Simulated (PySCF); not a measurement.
```xyz
16

N    -3.4858    1.3827    0.0366
C    -2.3487    1.3212   -0.0747
C    -0.9237    1.2160   -0.2066
C    -0.2857    0.6628    1.0933
Si    0.0308   -1.0264    0.2482
C     1.8617   -1.5861    0.1967
O     2.2617   -2.6956    0.4326
O     2.6770   -0.5813   -0.1365
C    -0.5409    0.0894   -1.2000
H    -0.5345    2.1957   -0.4957
H    -0.9664    0.6752    1.9414
H     0.6028    1.2258    1.3720
H    -0.8185   -2.1537    0.6208
H     3.6062   -0.8698   -0.1594
H    -1.3828   -0.2594   -1.7937
H     0.2392    0.4124   -1.8863
```

Geometry: GFN2-xTB.

Theory: PBE0/pcSseg-1, SCF density, gas phase, non-relativistic (PySCF 2.14.0).

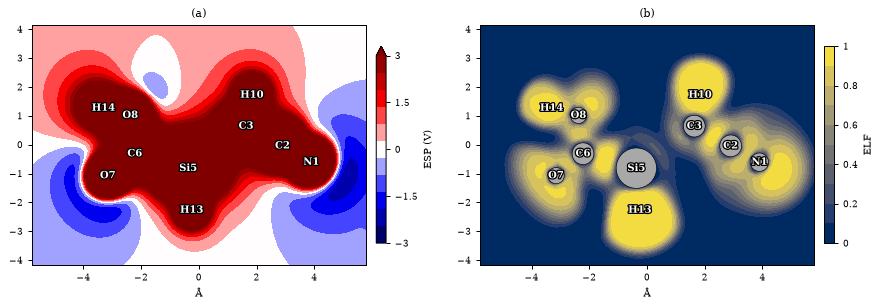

C₅H₇NO₂Si. (a) molecular electrostatic potential; (b) ELF on the plane of atoms Si5, C6 and O8. Grey discs cover the atomic cores in the ELF map.

What do the fields say about this system?

- Atoms in the plane: N, C, Si, O and H.
- C–N (1.14 Å): the ELF peaks at about 0.85 between the atoms: a short, multiple covalent bond.
- C–O (1.20 Å): the ELF peaks at about 0.85 between the atoms; a short, multiple covalent bond.
- C–C (1.43 Å): the ELF peaks at about 0.95 between the atoms (localised, covalent bonding).
- C–Si (1.92 Å): the ELF peaks at about 1 between the atoms; a shared electron pair.
- O–H (0.97 Å): the ELF climbs to about 1 towards the hydrogen, as it does in any bond to H (a covalent bond by its length).
- The ELF also peaks beside O7, N1 and O8, away from the bonds: lone-pair regions.
- Outside the dense part of the molecule the potential is most negative (−2.3 V) near N1.
